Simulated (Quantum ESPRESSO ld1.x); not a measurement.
Run report: Tb⁺, atomic calculation

System: the Tb⁺ ion in the configuration [Xe] 4f9 6s0.75 6p0.25 (4f: 7 up, 2 down, 6s: 0.75 up, 0 down, 6p: 0.25 up, 0 down).
Method: scalar-relativistic Kohn-Sham, LDA (Slater exchange, Perdew-Wang correlation), spin-polarised, spherical densities, point nucleus (Quantum ESPRESSO ld1.x 7.5).

**Output**
```
     Program LD1 v.7.5 starts

     --------------------------- All-electron run ----------------------------

     scalar relativistic calculation

     atomic number is 65.00
     dft =PW   lsd =1 sic =0 latt =0  beta=0.20 tr2=1.0E-14
     Exchange-correlation= PW
                           (   1   4   0   0   0   0   0)
     mesh =2099 r(mesh) = 100.44524 a.u. xmin = -8.00 dx = 0.00800
     1 Ry =  13.60569312 eV, c = 137.03599908

     n l     nl                  e(Ry)          e(Ha)          e(eV)
     1 0     1S 1( 1.00)   -3808.708169600   -1904.354084800 -51820.1145506
     2 0     2S 1( 1.00)    -631.823698968    -315.911849484  -8596.3993560
     2 1     2P 1( 3.00)    -561.712192548    -280.856096274  -7642.4837153
     3 0     3S 1( 1.00)    -140.510790865     -70.255395432  -1911.7467010
     3 1     3P 1( 3.00)    -118.890197523     -59.445098761  -1617.5835428
     4 0     4S 1( 1.00)     -28.288856639     -14.144428319   -384.8895022
     4 1     4P 1( 3.00)     -21.166831210     -10.583415605   -287.9894098
     3 2     3D 1( 5.00)     -90.649248894     -45.324624447  -1233.3458623
     5 0     5S 1( 1.00)      -4.062937728      -2.031468864    -55.2790839
     5 1     5P 1( 3.00)      -2.379792396      -1.189896198    -32.3787250
     4 2     4D 1( 5.00)     -11.391346851      -5.695673425   -154.9871695
     4 3     4F 1( 7.00)      -0.830146968      -0.415073484    -11.2947249
     6 0     6S 1( 0.75)      -0.700998292      -0.350499146     -9.5375676
     6 1     6P 1( 0.25)      -0.440470104      -0.220235052     -5.9929011
     5 2     5D 1( 0.00)      -0.575100841      -0.287550420     -7.8246456
     7 0     7S 1( 0.00)      -0.221775373      -0.110887686     -3.0174077
     5 3     5F 1( 0.00)      -0.091980126      -0.045990063     -1.2514534
     7 1     7P 1( 0.00)      -0.146555815      -0.073277908     -1.9939934
     1 0     1S 2( 1.00)   -3808.707449664   -1904.353724832 -51820.1047554
     2 0     2S 2( 1.00)    -631.817628811    -315.908814405  -8596.3167673
     2 1     2P 2( 3.00)    -561.707696505    -280.853848252  -7642.4225435
     3 0     3S 2( 1.00)    -140.369980026     -70.184990013  -1909.8308719
     3 1     3P 2( 3.00)    -118.750444369     -59.375222184  -1615.6821043
     4 0     4S 2( 1.00)     -27.983866794     -13.991933397   -380.7399040
     4 1     4P 2( 3.00)     -20.865227236     -10.432613618   -283.8858787
     3 2     3D 2( 5.00)     -90.540059737     -45.270029869  -1231.8602681
     5 0     5S 2( 1.00)      -3.906427849      -1.953213924    -53.1496585
     5 1     5P 2( 3.00)      -2.259534988      -1.129767494    -30.7425396
     4 2     4D 2( 5.00)     -11.095713799      -5.547856900   -150.9648769
     4 3     4F 2( 2.00)      -0.575444226      -0.287722113     -7.8293175
     6 0     6S 2( 0.00)      -0.632418829      -0.316209414     -8.6044965
     6 1     6P 2( 0.00)      -0.384954920      -0.192477460     -5.2375785
     5 2     5D 2( 0.00)      -0.504472296      -0.252236148     -6.8636952
     7 0     7S 2( 0.00)      -0.205758923      -0.102879461     -2.7994928
     5 3     5F 2( 0.00)      -0.083101765      -0.041550883     -1.1306571
     7 1     7P 2( 0.00)      -0.136127370      -0.068063685     -1.8521072

     final scf error:  6.7E-15 reached in  32 iterations

     Etot =  -23402.235859 Ry,  -11701.117930 Ha, -318403.639494 eV
     Total magnetization:    6.00 Bohr mag.

     Ekin =   25183.865386 Ry,   12591.932693 Ha,  342643.944097 eV
     Encl =  -57178.948346 Ry,  -28589.474173 Ha, -777959.224289 eV
     Eh   =    9089.187722 Ry,    4544.593861 Ha,  123664.698878 eV
     Exc  =    -496.340621 Ry,    -248.170311 Ha,   -6753.058180 eV

     normalization and overlap integrals

     s(1S/1S) =  1.000000  <r> =   0.0215  <r2> =    0.0006  r(max) =   0.0136
     s(1S/2S) = -0.023729
     s(1S/3S) = -0.010289
     s(1S/4S) = -0.004967
     s(1S/5S) = -0.002016
     s(1S/6S) = -0.000662
     s(1S/7S) = -0.000338
     s(2S/2S) =  1.000000  <r> =   0.0916  <r2> =    0.0099  r(max) =   0.0774
     s(2S/3S) = -0.006473
     s(2S/4S) = -0.002989
     s(2S/5S) = -0.001203
     s(2S/6S) = -0.000395
     s(2S/7S) = -0.000201
     s(2P/2P) =  1.000000  <r> =   0.0809  <r2> =    0.0080  r(max) =   0.0629
     s(2P/3P) = -0.005207
     s(2P/4P) = -0.002271
     s(2P/5P) = -0.000807
     s(2P/6P) = -0.000246
     s(2P/7P) = -0.000126
     s(3S/3S) =  1.000000  <r> =   0.2397  <r2> =    0.0656  r(max) =   0.2208
     s(3S/4S) = -0.002112
     s(3S/5S) = -0.000824
     s(3S/6S) = -0.000269
     s(3S/7S) = -0.000137
     s(3P/3P) =  1.000000  <r> =   0.2384  <r2> =    0.0658  r(max) =   0.2156
     s(3P/4P) = -0.001798
     s(3P/5P) = -0.000620
     s(3P/6P) = -0.000189
     s(3P/7P) = -0.000096
     s(4S/4S) =  1.000000  <r> =   0.5418  <r2> =    0.3315  r(max) =   0.5034
     s(4S/5S) = -0.000560
     s(4S/6S) = -0.000181
     s(4S/7S) = -0.000092
     s(4P/4P) =  1.000000  <r> =   0.5740  <r2> =    0.3750  r(max) =   0.5281
     s(4P/5P) = -0.000426
     s(4P/6P) = -0.000128
     s(4P/7P) = -0.000065
     s(3D/3D) =  1.000000  <r> =   0.2167  <r2> =    0.0552  r(max) =   0.1765
     s(3D/4D) = -0.001291
     s(3D/5D) = -0.000257
     s(5S/5S) =  1.000000  <r> =   1.3200  <r2> =    1.9633  r(max) =   1.1754
     s(5S/6S) = -0.000094
     s(5S/7S) = -0.000048
     s(5P/5P) =  1.000000  <r> =   1.5614  <r2> =    2.7775  r(max) =   1.3466
     s(5P/6P) = -0.000061
     s(5P/7P) = -0.000031
     s(4D/4D) =  1.000000  <r> =   0.6240  <r2> =    0.4522  r(max) =   0.5453
     s(4D/5D) = -0.000189
     s(4F/4F) =  1.000000  <r> =   0.8847  <r2> =    1.0655  r(max) =   0.5541
     s(4F/5F) =  0.000272
     s(6S/6S) =  1.000000  <r> =   3.6783  <r2> =   15.1916  r(max) =   3.2207
     s(6S/7S) = -0.000019
     s(6P/6P) =  1.000000  <r> =   4.6806  <r2> =   24.6030  r(max) =   4.1273
     s(6P/7P) = -0.000012
     s(5D/5D) =  1.000000  <r> =   2.7364  <r2> =    8.9861  r(max) =   2.0251
     s(7S/7S) =  1.000000  <r> =   8.0647  <r2> =   72.9850  r(max) =   7.6416
     s(5F/5F) =  1.000000  <r> =  10.2006  <r2> =  120.6432  r(max) =   8.2781
     s(7P/7P) =  1.000000  <r> =  10.3939  <r2> =  121.4795  r(max) =   9.7925
     s(1S/1S) =  1.000000  <r> =   0.0215  <r2> =    0.0006  r(max) =   0.0136
     s(1S/2S) = -0.023729
     s(1S/3S) = -0.010296
     s(1S/4S) = -0.004965
     s(1S/5S) = -0.001985
     s(1S/6S) = -0.000654
     s(1S/7S) = -0.000321
     s(2S/2S) =  1.000000  <r> =   0.0916  <r2> =    0.0099  r(max) =   0.0774
     s(2S/3S) = -0.006477
     s(2S/4S) = -0.002988
     s(2S/5S) = -0.001184
     s(2S/6S) = -0.000390
     s(2S/7S) = -0.000191
     s(2P/2P) =  1.000000  <r> =   0.0809  <r2> =    0.0080  r(max) =   0.0629
     s(2P/3P) = -0.005210
     s(2P/4P) = -0.002269
     s(2P/5P) = -0.000789
     s(2P/6P) = -0.000231
     s(2P/7P) = -0.000120
     s(3S/3S) =  1.000000  <r> =   0.2396  <r2> =    0.0656  r(max) =   0.2191
     s(3S/4S) = -0.002113
     s(3S/5S) = -0.000812
     s(3S/6S) = -0.000266
     s(3S/7S) = -0.000131
     s(3P/3P) =  1.000000  <r> =   0.2382  <r2> =    0.0658  r(max) =   0.2156
     s(3P/4P) = -0.001799
     s(3P/5P) = -0.000608
     s(3P/6P) = -0.000177
     s(3P/7P) = -0.000092
     s(4S/4S) =  1.000000  <r> =   0.5419  <r2> =    0.3316  r(max) =   0.5034
     s(4S/5S) = -0.000551
     s(4S/6S) = -0.000179
     s(4S/7S) = -0.000087
     s(4P/4P) =  1.000000  <r> =   0.5742  <r2> =    0.3753  r(max) =   0.5281
     s(4P/5P) = -0.000416
     s(4P/6P) = -0.000120
     s(4P/7P) = -0.000063
     s(3D/3D) =  1.000000  <r> =   0.2165  <r2> =    0.0551  r(max) =   0.1765
     s(3D/4D) = -0.001290
     s(3D/5D) = -0.000248
     s(5S/5S) =  1.000000  <r> =   1.3335  <r2> =    2.0043  r(max) =   1.1848
     s(5S/6S) = -0.000092
     s(5S/7S) = -0.000045
     s(5P/5P) =  1.000000  <r> =   1.5822  <r2> =    2.8518  r(max) =   1.3575
     s(5P/6P) = -0.000056
     s(5P/7P) = -0.000029
     s(4D/4D) =  1.000000  <r> =   0.6249  <r2> =    0.4537  r(max) =   0.5453
     s(4D/5D) = -0.000182
     s(4F/4F) =  1.000000  <r> =   0.9363  <r2> =    1.2411  r(max) =   0.5586
     s(4F/5F) =  0.001055
     s(6S/6S) =  1.000000  <r> =   3.7573  <r2> =   15.9272  r(max) =   3.2466
     s(6S/7S) = -0.000018
     s(6P/6P) =  1.000000  <r> =   4.9303  <r2> =   27.4292  r(max) =   4.2957
     s(6P/7P) = -0.000010
     s(5D/5D) =  1.000000  <r> =   2.8041  <r2> =    9.4919  r(max) =   2.0577
     s(7S/7S) =  1.000000  <r> =   8.4659  <r2> =   80.3906  r(max) =   7.9535
     s(5F/5F) =  1.000000  <r> =  11.6487  <r2> =  156.1872  r(max) =   9.6370
     s(7P/7P) =  1.000000  <r> =  10.9841  <r2> =  135.9552  r(max) =  10.3565

     ------------------------ End of All-electron run ------------------------
```

**Orbitals**

| orbital | occupation | energy (eV) | ⟨r⟩ (bohr) | outer maximum (bohr) |
| --- | --- | --- | --- | --- |
| 1s up | 1 | −51820.1 | 0.02152 | 0.0136 |
| 1s down | 1 | −51820.1 | 0.02152 | 0.0136 |
| 2s up | 1 | −8596.4 | 0.09156 | 0.0774 |
| 2s down | 1 | −8596.3 | 0.09155 | 0.0774 |
| 2p up | 3 | −7642.5 | 0.08091 | 0.0629 |
| 2p down | 3 | −7642.4 | 0.08091 | 0.0629 |
| 3s up | 1 | −1911.7 | 0.2397 | 0.221 |
| 3s down | 1 | −1909.8 | 0.2396 | 0.219 |
| 3p up | 3 | −1617.6 | 0.2384 | 0.216 |
| 3p down | 3 | −1615.7 | 0.2382 | 0.216 |
| 3d up | 5 | −1233.3 | 0.2167 | 0.176 |
| 3d down | 5 | −1231.9 | 0.2165 | 0.176 |
| 4s up | 1 | −384.890 | 0.5418 | 0.503 |
| 4s down | 1 | −380.740 | 0.5419 | 0.503 |
| 4p up | 3 | −287.989 | 0.5740 | 0.528 |
| 4p down | 3 | −283.886 | 0.5742 | 0.528 |
| 4d up | 5 | −154.987 | 0.6240 | 0.545 |
| 4d down | 5 | −150.965 | 0.6249 | 0.545 |
| 5s up | 1 | −55.279 | 1.320 | 1.18 |
| 5s down | 1 | −53.150 | 1.334 | 1.18 |
| 5p up | 3 | −32.379 | 1.561 | 1.35 |
| 5p down | 3 | −30.743 | 1.582 | 1.36 |
| 4f up | 7 | −11.295 | 0.8847 | 0.554 |
| 6s up | 0.75 | −9.538 | 3.678 | 3.22 |
| 6s down | 0 | −8.604 | 3.757 | 3.25 |
| 4f down | 2 | −7.829 | 0.9363 | 0.559 |
| 5d up | 0 | −7.825 | 2.736 | 2.03 |
| 5d down | 0 | −6.864 | 2.804 | 2.06 |
| 6p up | 0.25 | −5.993 | 4.681 | 4.13 |
| 6p down | 0 | −5.238 | 4.930 | 4.30 |
| 7s up | 0 | −3.017 | 8.065 | 7.64 |
| 7s down | 0 | −2.799 | 8.466 | 7.95 |
| 7p up | 0 | −1.994 | 10.39 | 9.79 |
| 7p down | 0 | −1.852 | 10.98 | 10.4 |
| 5f up | 0 | −1.251 | 10.20 | 8.28 |
| 5f down | 0 | −1.131 | 11.65 | 9.64 |

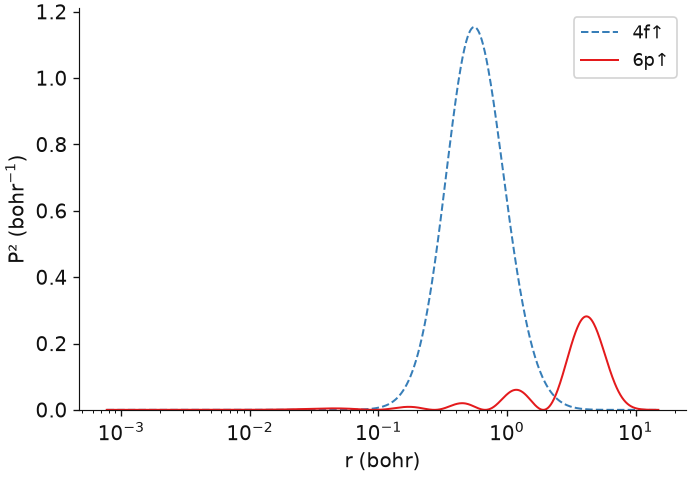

**Figure 1.** The radial probability densities P² of 6p up and 4f up. 4f up: outer maximum at 0.554 bohr, ⟨r⟩ = 0.885 bohr, 0 nodes, eigenvalue −11.3 eV; 6p up: outer maximum at 4.13 bohr, ⟨r⟩ = 4.68 bohr, 4 nodes, eigenvalue −5.99 eV.

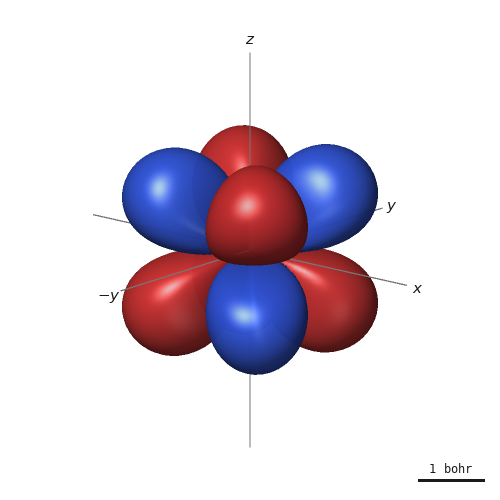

**Figure 2.** The 4f(xyz) orbital of up spin. The radial function comes from the spherical calculation and is multiplied by a real spherical harmonic; the overall sign is chosen so that the largest lobe of P(r) is positive; at the scalar-relativistic level it is the large component. The surface of constant |ψ| that holds about 95 % of the electron is drawn, blue where ψ is positive and red where it is negative. It has the three coordinate planes as nodes and no radial node. The maximum of P² lies at 0.554 bohr, ⟨r⟩ = 0.885 bohr, 90 % of the charge lies within 1.54 bohr, and the eigenvalue is −11.3 eV, with 7 electrons in the shell for this spin.

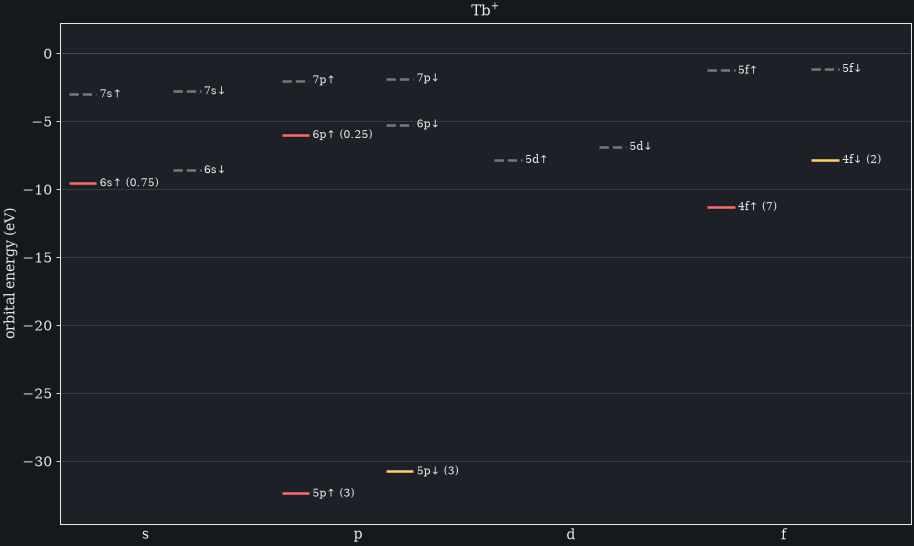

**Figure 3.** The outer levels are drawn (occupations in brackets, up spins at the left of each column and down spins at the right, empty levels dashed). The highest occupied level is 6p up at −5.99 eV. The highest 4 occupied levels, from the top down, are 6p up (−5.99 eV), 4f down (−7.83 eV), 6s up (−9.54 eV), 4f up (−11.3 eV). The lowest empty level drawn is 6s down at −8.60 eV. The largest exchange splitting (down less up) among the shells drawn in both spins is that of 4f, 3.47 eV. The order isn't aufbau: the empty 6s down, 5d up and 5d down levels lie under the highest occupied one.

**The input**
```
 &input
    zed=65.0,
    iswitch=1,
    rel=1,
    lsd=1,
    dft='PW',
    config='[Xe] 4f9 6s0.75 6p0.25 5d0 7s0 5f0 7p0',
    verbosity='high',
    prefix='ld1',
    max_out_wfc=37,
    file_charge='ld1.rho',
 /
```

Command:
```bash
OMP_NUM_THREADS=1 ld1.x < ld1.in > ld1.out
```

**Results in brief**

- outcome: converged
- total energy: −11701.1179 hartree
- kinetic energy: 12591.9327 hartree
- electron–nucleus energy: −28589.4742 hartree
- Hartree energy: 4544.5939 hartree
- exchange–correlation energy: −248.170310 hartree
- radius at density 0.001 e/bohr³: 4.47 bohr
- SCF iterations: 32
- hardware: 1 CPU thread, shared host
- wall time: 1.8 s
